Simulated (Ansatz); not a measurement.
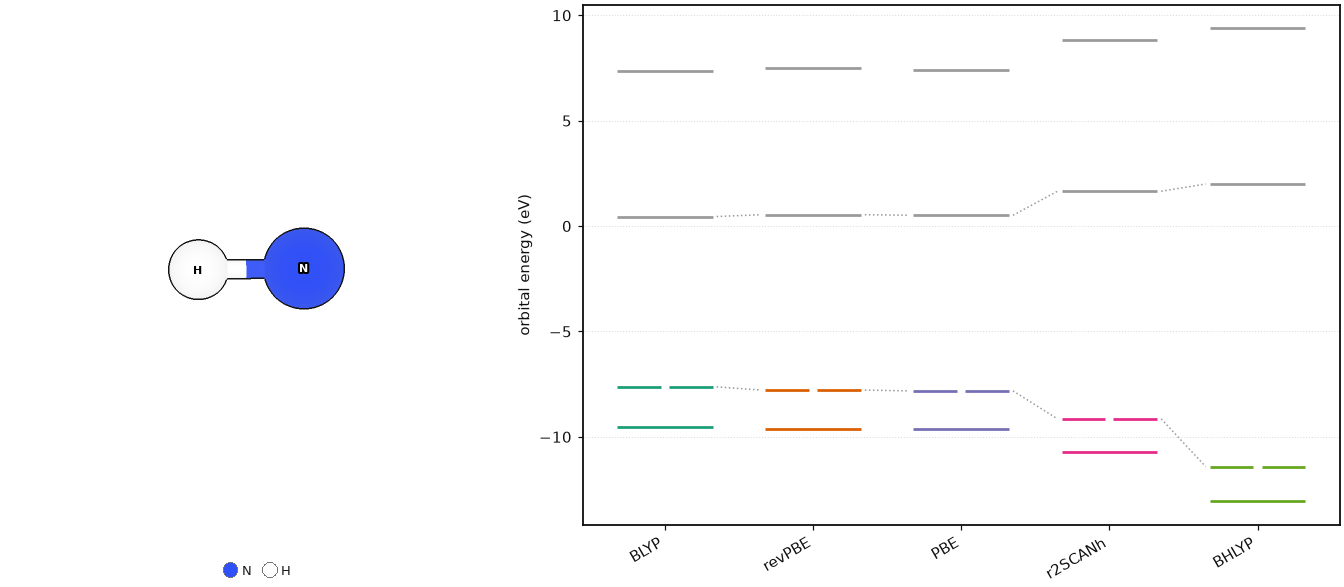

Frontier orbital energies (alpha spin) of NH, triplet at one geometry, def2-TZVPP, the Ansatz code, at a PBE0-D4/def2-TZVP geometry (a minimum by its frequencies). Empty levels are grey, levels within 0.1 eV stand side by side; all columns show the same few orbitals around the gap. Dotted lines join the HOMOs and the LUMOs. HOMO and LUMO mean the alpha set's.

Compare the HOMO-LUMO separations.

Answer. The separation grows from 8.08 eV (BLYP) to 13.41 eV (BHLYP).

```
  level  HOMO (eV)  LUMO (eV)  separation (eV)
   BLYP      −7.63       0.45             8.08
 revPBE      −7.78       0.54             8.32
    PBE      −7.82       0.51             8.33
r2SCANh      −9.15       1.65            10.80
  BHLYP     −11.41       2.00            13.41
```

Limits of at least one run: empty levels above zero depend strongly on the basis; other spin states weren't compared here.
